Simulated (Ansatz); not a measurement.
## Response to strain in hypothetical diamond Sb

The reference is Sb in the diamond structure (space group Fd-3m, No. 227; a hypothetical phase, not in the database extracts checked; relaxed with 0.1 eV smearing).

```cif
data_Sb2
_chemical_formula_sum 'Sb2'
_space_group_name_H-M_alt 'P 1'
_space_group_IT_number 1
_cell_length_a 4.94156
_cell_length_b 4.94156
_cell_length_c 4.94156
_cell_angle_alpha 60.000
_cell_angle_beta 60.000
_cell_angle_gamma 60.000
loop_
_space_group_symop_operation_xyz
  'x, y, z'
loop_
_atom_site_label
_atom_site_type_symbol
_atom_site_fract_x
_atom_site_fract_y
_atom_site_fract_z
_atom_site_occupancy
Sb1 Sb 0.75000 0.75000 0.75000 1
Sb2 Sb 0.50000 0.50000 0.50000 1
```

Strains are applied to the cell and any free atomic positions relax.

The values are results of Ansatz (a first-principles code) PBE, scalar-relativistic without spin-orbit coupling, not measurements.

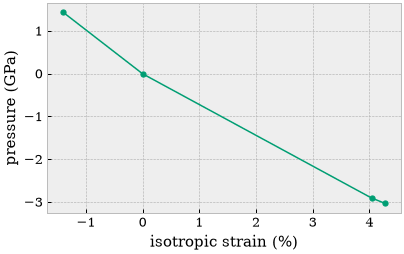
Fig. 1. Pressure against isotropic strain

**Question.** From the plot, what is the pressure for isotropic strain −1.40 %?

**Answer.** About 1.4 GPa.

**Question.** Is the trend monotonic over the range shown?

**Answer.** Yes, it falls throughout, spanning -3.0 GPa to 1.4 GPa.

Whether these cells are dynamically stable was not tested.
